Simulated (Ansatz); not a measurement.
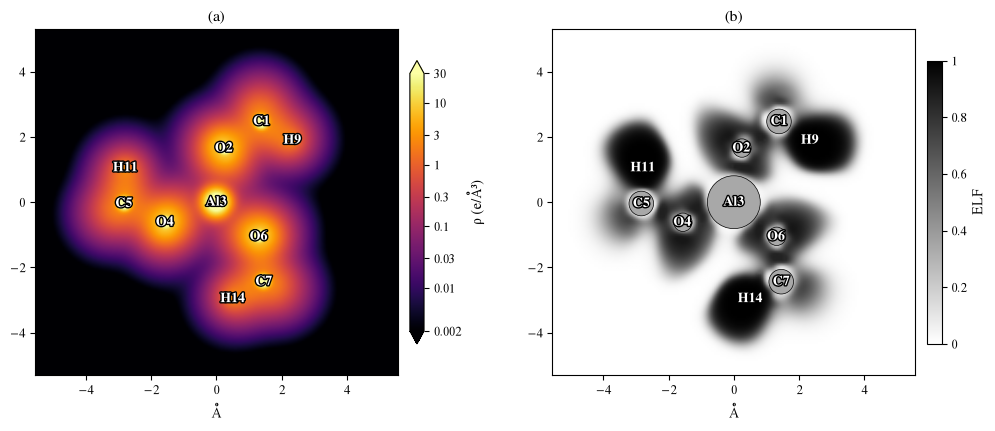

*C$_{3}$H$_{9}$AlO$_{3}$ (SMILES C[O][Al]([O]C)[O]C). (a) total electron density; (b) electron localisation function on the plane of atoms Al3, O4 and C5. Grey discs cover the atomic cores in the ELF map.*

Geometry: PBE0-D4/def2-TZVP.

Level of theory: RKS PBE0-D4/def2-TZVPP in Ansatz.

Input file:

```
crystal:
  periodic: [false, false, false]
  atoms:
    - {symbol: C, position_ang: [-2.680741, 0.860610, -0.349402]}
    - {symbol: O, position_ang: [-1.673646, -0.079802, -0.110700]}
    - {symbol: Al, position_ang: [-0.001481, -0.001497, 0.002868]}
    - {symbol: O, position_ang: [0.884675, -1.392790, 0.309709]}
    - {symbol: C, position_ang: [0.553184, -2.735591, 0.515889]}
    - {symbol: O, position_ang: [0.784535, 1.468135, -0.190762]}
    - {symbol: C, position_ang: [2.123322, 1.870759, -0.158199]}
    - {symbol: H, position_ang: [-3.376997, 0.888019, 0.495571]}
    - {symbol: H, position_ang: [-2.284423, 1.871879, -0.497316]}
    - {symbol: H, position_ang: [-3.248930, 0.583392, -1.243714]}
    - {symbol: H, position_ang: [-0.527036, -2.914299, 0.463089]}
    - {symbol: H, position_ang: [1.039306, -3.362487, -0.239199]}
    - {symbol: H, position_ang: [0.904696, -3.062312, 1.500358]}
    - {symbol: H, position_ang: [2.807972, 1.036854, 0.035327]}
    - {symbol: H, position_ang: [2.270804, 2.621369, 0.625589]}
    - {symbol: H, position_ang: [2.402060, 2.325162, -1.114909]}
basis:
  gaussian: {orbitals: def2-TZVPP}
hamiltonian: {xc: pbe0, dispersion: d4}
output: {orbitals: {seedname: orbitals}}
```

Launched as:

```sh
ansatz run in.yaml --threads 2 --pin off --events-out ev --progress --plain --max-ram 32768MiB --backend cuda --devices 0, --max-vram 18GiB
```

### Read the bonding off the picture.

The section cuts through C, O, Al and H sites. C–O (1.40 Å): ρ is about 2.1 e/Å³ halfway, with its minimum of 1.8 e/Å³ about 0.5 Å from C; the ELF peaks at about 0.85 between the atoms (a shared but strongly polarised pair). Al–O (1.68 Å): the density is about 0.93 e/Å³ at the midpoint; the ELF peaks at about 0.85 in the valence shell of O, 0.6 Å from its nucleus, and is about 0.50 at the midpoint. C–H (1.10 Å): the density is about 2 e/Å³ at the midpoint; the ELF climbs to about 1 towards the hydrogen, as it does in any bond to H: an ordinary covalent bond to hydrogen. The ELF also peaks beside O4, O6 and O2, away from the bonds: lone-pair regions.
